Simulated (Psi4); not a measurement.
## Single-point calculation of AlNH3

AlNH3, multiplicity 2, computed with MP2/cc-pCVTZ, UHF (Psi4 1.11).

The geometry comes from this level: PBE0-D4/def2-TZVP.

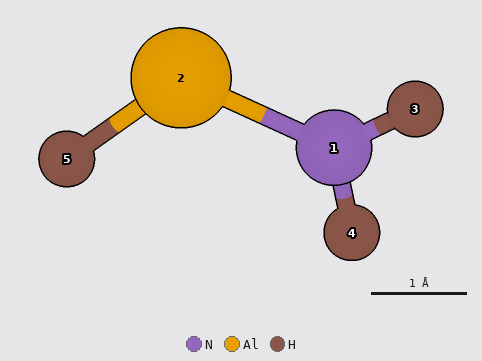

The structure (ball-and-stick view, seen at a tilt; atoms are numbered from 1 in the order of the input). Sticks mark near contacts.

### Input (run.py)
```python
import psi4

psi4.set_memory('1600 MB')
psi4.set_num_threads(1)
psi4.set_output_file('run.log', False)

molecule = psi4.geometry("""
0 2
N     -0.116600    -0.660800     0.175100
Al     0.836600     0.833900     0.120800
H      0.148500    -1.505300     0.655500
H     -1.010300    -0.782800    -0.277400
H      0.191800     2.041400    -0.715400
units angstrom
symmetry c1
""")

psi4.set_options({
    'basis': 'cc-pCVTZ',
    'reference': 'uhf',
    'puream': True,
    'scf_type': 'df',
    'num_frozen_docc': 6,
    'maxiter': 100,
})

E = psi4.energy("mp2")
print(f'mp2 energy: {E:.10f} Eh')
```

Run on 1 thread of Intel Xeon (Granite Rapids), 96 GiB of memory available, shared host.

Command:
```bash
python run.py
```

### The program's output
```
h
    h
    h

    -----------------------------------------------------------------------

    Memory:     1.5 GiB
    Threads:    1
                ecpint, einsums, f̶o̶r̶t̶e̶, gauxc, gcp, g̶d̶m̶a̶, geometric, g̶p̶u̶_̶d̶f̶c̶c̶,
                i̶n̶t̶e̶g̶r̶a̶t̶o̶r̶x̶x̶, i̶p̶i̶, libefp, m̶d̶i̶, m̶p̶2̶d̶, m̶r̶c̶c̶, ooo,
                o̶p̶e̶n̶f̶e̶r̶m̶i̶o̶n̶p̶s̶i̶4̶, pcmsolver, p̶s̶i̶4̶f̶o̶c̶k̶c̶i̶, p̶s̶i̶x̶a̶s̶,
                p̶y̶e̶i̶n̶s̶u̶m̶s̶, r̶e̶s̶p̶, s̶i̶m̶i̶n̶t̶, s̶n̶s̶m̶p̶2̶,
                v̶2̶r̶d̶m̶_̶c̶a̶s̶s̶c̶f̶

   => Loading Basis Set <=

    Name: CC-PCVTZ
    Role: ORBITAL
    Keyword: BASIS

         ---------------------------------------------------------
                                   SCF
                              UHF Reference
                        1 Threads,   1525 MiB Core
         ---------------------------------------------------------

  ==> Geometry <==

    Molecular point group: c1
    Full point group: C1

    Geometry (in Angstrom), charge = 0, multiplicity = 2:

       Center              X                  Y                   Z               Mass
    ------------   -----------------  -----------------  -----------------  -----------------
         N           -0.577077949043    -0.956155784408     0.053045872717    14.003074004430
         AL           0.376122050957     0.538544215592    -0.001254127283    26.981538530000
         H           -0.311977949043    -1.800655784408     0.533445872717     1.007825032230
         H           -1.470777949043    -1.078155784408    -0.399454127283     1.007825032230
         H           -0.268677949043     1.746044215592    -0.837454127283     1.007825032230

  Running in c1 symmetry.

  Rotational constants: A =      5.08033  B =      0.45751  C =      0.41972 [cm^-1]
  Rotational constants: A = 152304.41913  B =  13715.89504  C =  12582.74593 [MHz]
  Nuclear repulsion =   46.235092034097001

  Charge       = 0
  Multiplicity = 2
  Electrons    = 23
  Nalpha       = 12
  Nbeta        = 11

  ==> Algorithm <==

  SCF Algorithm Type is DF.
  DIIS enabled.
  MOM disabled.
  Fractional occupation disabled.
  Guess Type is SAD.
  Energy threshold   = 1.00e-08
  Density threshold  = 1.00e-08
  Integral threshold = 1.00e-12

  ==> Primary Basis <==

  Basis Set: CC-PCVTZ
    Blend: CC-PCVTZ
    Number of shells: 52
    Number of basis functions: 144
    Number of Cartesian functions: 163
    Spherical Harmonics?: true
    Max angular momentum: 3

   => Loading Basis Set <=

    Name: (CC-PCVTZ AUX)
    Role: JKFIT
    Keyword: DF_BASIS_SCF

  ==> Integral Setup <==

  DFHelper Memory: AOs need 0.044 GiB; user supplied 1.118 GiB.
  SCF_SUBTYPE=INCORE selected. In-core MEM_DF algorithm will be used.
  Using in-core AOs.

  ==> MemDFJK: Density-Fitted J/K Matrices <==

    J tasked:                   Yes
    K tasked:                   Yes
    wK tasked:                   No
    Memory [MiB]:              1144
    Algorithm:                 Core
    Schwarz Cutoff:           1E-12
    Mask sparsity (%):       2.8067
    Fitting Condition:        1E-10

   => Auxiliary Basis Set <=

  Basis Set: (CC-PCVTZ AUX)
    Blend: DEF2-UNIVERSAL-JKFIT
    Number of shells: 81
    Number of basis functions: 259
    Number of Cartesian functions: 308
    Spherical Harmonics?: true
    Max angular momentum: 4

  Minimum eigenvalue in the overlap matrix is 1.3047930893E-03.
  Reciprocal condition number of the overlap matrix is 2.1228035071E-04.
    Using symmetric orthogonalization.

  ==> Pre-Iterations <==

  SCF Guess: Superposition of Atomic Densities via on-the-fly atomic UHF (no occupation information).

   -------------------------
    Irrep   Nso     Nmo
   -------------------------
     A        144     144
   -------------------------
    Total     144     144
   -------------------------

  ==> Iterations <==

                           Total Energy        Delta E     RMS |[F,P]|

   @DF-UHF iter SAD:  -297.30496563156038   -2.97305e+02   0.00000e+00
   @DF-UHF iter   1:  -298.01852489691322   -7.13559e-01   3.69854e-03 ADIIS/DIIS
   @DF-UHF iter   2:  -298.09849780512803   -7.99729e-02   2.33288e-03 ADIIS/DIIS
   @DF-UHF iter   3:  -298.14426493247379   -4.57671e-02   2.36965e-04 ADIIS/DIIS
   @DF-UHF iter   4:  -298.14555414053058   -1.28921e-03   7.24663e-05 DIIS
   @DF-UHF iter   5:  -298.14569483954966   -1.40699e-04   1.96813e-05 DIIS
   @DF-UHF iter   6:  -298.14571069428877   -1.58547e-05   6.04380e-06 DIIS
   @DF-UHF iter   7:  -298.14571230133066   -1.60704e-06   2.52134e-06 DIIS
   @DF-UHF iter   8:  -298.14571261736251   -3.16032e-07   1.24023e-06 DIIS
   @DF-UHF iter   9:  -298.14571272187584   -1.04513e-07   4.80358e-07 DIIS
   @DF-UHF iter  10:  -298.14571273952384   -1.76480e-08   1.82968e-07 DIIS
   @DF-UHF iter  11:  -298.14571274197152   -2.44768e-09   8.55114e-08 DIIS
   @DF-UHF iter  12:  -298.14571274252279   -5.51267e-10   3.32080e-08 DIIS
   @DF-UHF iter  13:  -298.14571274259930   -7.65112e-11   1.49959e-08 DIIS
   @DF-UHF iter  14:  -298.14571274261243   -1.31308e-11   7.34456e-09 DIIS
  Energy and wave function converged.

  ==> Post-Iterations <==

   @Spin Contamination Metric:   4.946373100E-03
   @S^2 Expected:                7.500000000E-01
   @S^2 Observed:                7.549463731E-01
   @S   Expected:                5.000000000E-01
   @S   Observed:                5.000000000E-01

    Orbital Energies [Eh]
    ---------------------

    Alpha Occupied:

       1A    -58.471192     2A    -15.522531     3A     -4.885333
       4A     -3.201508     5A     -3.197027     6A     -3.195425
       7A     -1.105797     8A     -0.638041     9A     -0.598704
      10A     -0.473376    11A     -0.397291    12A     -0.298405

    Alpha Virtual:

      13A      0.056399    14A      0.109484    15A      0.151834
      16A      0.188934    17A      0.207133    18A      0.214639
      19A      0.257667    20A      0.279107    21A      0.293740
      22A      0.303904    23A      0.318333    24A      0.353644
      25A      0.382968    26A      0.530439    27A      0.558442
      28A      0.619913    29A      0.660975    30A      0.706144
      31A      0.719297    32A      0.760971    33A      0.770929
      34A      0.817032    35A      0.851740    36A      0.870652
      37A      0.874619    38A      0.891644    39A      0.915430
      40A      0.921918    41A      0.948684    42A      0.994566
      43A      1.004722    44A      1.044637    45A      1.102388
      46A      1.163745    47A      1.224479    48A      1.249565
      49A      1.329149    50A      1.338440    51A      1.390294
      52A      1.478484    53A      1.552510    54A      1.589888
      55A      1.693649    56A      1.720995    57A      1.799199
      58A      1.818981    59A      1.882826    60A      2.046860
      61A      2.109637    62A      2.178474    63A      2.413468
      64A      2.665252    65A      3.012356    66A      3.129014
      67A      3.265543    68A      3.410897    69A      3.482204
      70A      3.536539    71A      3.558932    72A      3.597973
      73A      3.602887    74A      3.720848    75A      3.737770
      76A      3.797007    77A      3.854589    78A      3.859815
      79A      3.880487    80A      4.004545    81A      4.040530
      82A      4.115930    83A      4.193148    84A      4.229171
      85A      4.234916    86A      4.273502    87A      4.321858
      88A      4.371629    89A      4.474973    90A      4.538888
      91A      4.548715    92A      4.666829    93A      4.762273
      94A      4.803096    95A      4.924374    96A      5.133318
      97A      5.142358    98A      5.227320    99A      5.262594
     100A      5.365965   101A      5.415937   102A      5.560228
     103A      5.681849   104A      5.910493   105A      5.948235
     106A      6.017358   107A      6.106416   108A      6.124287
     109A      6.465699   110A      7.298156   111A      7.321250
     112A      7.421116   113A      9.412576   114A      9.608977
     115A      9.849993   116A     19.293550   117A     19.294236
     118A     19.298439   119A     19.299385   120A     19.300353
     121A     19.306958   122A     19.312949   123A     20.779913
     124A     21.440991   125A     21.718451   126A     22.422252
     127A     23.029139   128A     23.049874   129A     23.059917
     130A     23.208182   131A     23.270886   132A     35.426878
     133A     35.603161   134A     35.859284   135A     39.363086
     136A     39.375732   137A     39.443302   138A     39.559603
     139A     39.751127   140A     44.291310   141A    109.178016
     142A    109.707692   143A    109.860102   144A    116.091038

    Beta Occupied:

       1A    -58.466263     2A    -15.521444     3A     -4.876798
       4A     -3.193503     5A     -3.192499     6A     -3.186362
       7A     -1.103162     8A     -0.635132     9A     -0.579129
      10A     -0.440553    11A     -0.400586

    Beta Virtual:

      12A      0.046733    13A      0.083191    14A      0.123442
      15A      0.163418    16A      0.202048    17A      0.219583
      18A      0.236259    19A      0.282073    20A      0.310039
      21A      0.326676    22A      0.332151    23A      0.339355
      24A      0.362905    25A      0.399113    26A      0.543718
      27A      0.569684    28A      0.632645    29A      0.668675
      30A      0.712693    31A      0.720781    32A      0.770155
      33A      0.782814    34A      0.820045    35A      0.860515
      36A      0.888450    37A      0.899242    38A      0.907633
      39A      0.934256    40A      0.948438    41A      0.966797
      42A      1.004161    43A      1.017752    44A      1.060629
      45A      1.121458    46A      1.172619    47A      1.230059
      48A      1.252185    49A      1.335895    50A      1.356973
      51A      1.395077    52A      1.487365    53A      1.555075
      54A      1.593521    55A      1.702285    56A      1.722262
      57A      1.800695    58A      1.820876    59A      1.887661
      60A      2.049415    61A      2.118733    62A      2.195457
      63A      2.420081    64A      2.668573    65A      3.021484
      66A      3.134136    67A      3.264638    68A      3.411394
      69A      3.482939    70A      3.537481    71A      3.559801
      72A      3.603473    73A      3.608809    74A      3.726942
      75A      3.741081    76A      3.802183    77A      3.855729
      78A      3.860608    79A      3.883768    80A      4.010541
      81A      4.040873    82A      4.119761    83A      4.195004
      84A      4.230096    85A      4.238748    86A      4.278408
      87A      4.329825    88A      4.372262    89A      4.475833
      90A      4.539595    91A      4.549803    92A      4.669139
      93A      4.764498    94A      4.807493    95A      4.925017
      96A      5.133980    97A      5.143480    98A      5.229458
      99A      5.265293   100A      5.366797   101A      5.418025
     102A      5.562362   103A      5.684339   104A      5.911311
     105A      5.948402   106A      6.018141   107A      6.107344
     108A      6.124035   109A      6.466949   110A      7.299307
     111A      7.325387   112A      7.426586   113A      9.415534
     114A      9.616944   115A      9.852511   116A     19.294158
     117A     19.294993   118A     19.298830   119A     19.299793
     120A     19.300468   121A     19.307777   122A     19.313688
     123A     20.779479   124A     21.442671   125A     21.718802
     126A     22.422729   127A     23.034093   128A     23.055655
     129A     23.061840   130A     23.210730   131A     23.275275
     132A     35.428674   133A     35.608602   134A     35.861222
     135A     39.362815   136A     39.375817   137A     39.443668
     138A     39.559437   139A     39.751605   140A     44.295969
     141A    109.178153   142A    109.708140   143A    109.860378
     144A    116.091499

    Final Occupation by Irrep:
              A
    DOCC [    11 ]
    SOCC [     1 ]
    NA   [    12 ]
    NB   [    11 ]

  @DF-UHF Final Energy:  -298.14571274261243

   => Energetics <=

    Nuclear Repulsion Energy =             46.2350920340970006
    One-Electron Energy =                -505.1815486043487908
    Two-Electron Energy =                 160.8007438276393088
    Total Energy =                       -298.1457127426124316

  UHF NO Occupations:
  HONO-2 :   10  A 1.9995133
  HONO-1 :   11  A 1.9981325
  HONO-0 :   12  A 1.0000000
  LUNO+0 :   13  A 0.0018675
  LUNO+1 :   14  A 0.0004867
  LUNO+2 :   15  A 0.0001013
  LUNO+3 :   16  A 0.0000099

Computation Completed

Properties will be evaluated at   0.000000,   0.000000,   0.000000 [a0]

Properties computed using the SCF density matrix

 Multipole Moments:

 ------------------------------------------------------------------------------------
     Multipole            Electronic (a.u.)      Nuclear  (a.u.)        Total (a.u.)
 ------------------------------------------------------------------------------------

 L = 1.  Multiply by 2.5417464519 to convert [e a0] to [Debye]
 Dipole X            :          2.1875801           -2.2703034           -0.0827233
 Dipole Y            :          1.1395766           -1.5586141           -0.4190375
 Dipole Z            :          0.7768534           -0.6584655            0.1183879
 Magnitude           :                                                    0.4432282

 ------------------------------------------------------------------------------------

	total time  =          1 seconds =       0.02 minutes

  //>>>>>>>>>>>>>>>>>>>>>>>>>>>>>>>>>>>//
  //               DFMP2               //
  //<<<<<<<<<<<<<<<<<<<<<<<<<<<<<<<<<<<//

   => Loading Basis Set <=

    Name: (CC-PCVTZ AUX)
    Role: RIFIT
    Keyword: DF_BASIS_MP2

	 --------------------------------------------------------
	                          DF-MP2
	      2nd-Order Density-Fitted Moller-Plesset Theory
	              UMP2 Wavefunction,   1 Threads

	 --------------------------------------------------------

	 --------------------------------------------------------
	                 NBF =   144, NAUX =   476
	 --------------------------------------------------------
	   CLASS    FOCC     OCC    AOCC    AVIR     VIR    FVIR
	   ALPHA       6      12       6     132     132       0
	    BETA       6      11       5     133     133       0
	 --------------------------------------------------------

	-----------------------------------------------------------
	 ==================> DF-MP2 Energies <====================
	-----------------------------------------------------------
	 Reference Energy          =    -298.1457127426124316 [Eh]
	 Singles Energy            =      -0.0000000000000000 [Eh]
	 Same-Spin Energy          =      -0.0619876127780981 [Eh]
	 Opposite-Spin Energy      =      -0.2213269313232493 [Eh]
	 Correlation Energy        =      -0.2833145441013475 [Eh]
	 Total Energy              =    -298.4290272867137901 [Eh]
	-----------------------------------------------------------
	 ================> DF-SCS-MP2 Energies <==================
	-----------------------------------------------------------
	 SCS Same-Spin Scale       =       0.3333333333333333 [-]
	 SCS Opposite-Spin Scale   =       1.2000000000000000 [-]
	 SCS Same-Spin Energy      =      -0.0206625375926994 [Eh]
	 SCS Opposite-Spin Energy  =      -0.2655923175878992 [Eh]
	 SCS Correlation Energy    =      -0.2862548551805986 [Eh]
	 SCS Total Energy          =    -298.4319675977930046 [Eh]
	-----------------------------------------------------------

	total time  =          0 seconds =       0.00 minutes
```

### Standard output
```
mp2 energy: -298.4290272867 Eh
```

### Results in brief

| quantity | value |
| --- | --- |
| outcome | converged |
| total energy | −298.429027 hartree |
| SCF energy | −298.145713 hartree |
| MP2 energy | −298.429027 hartree |
| correlation energy | −0.283315 hartree |
| basis functions | 144 |
| ⟨S²⟩ | 0.755 |
| wall time | 2.4 s |
| peak memory | 0.33 GiB |
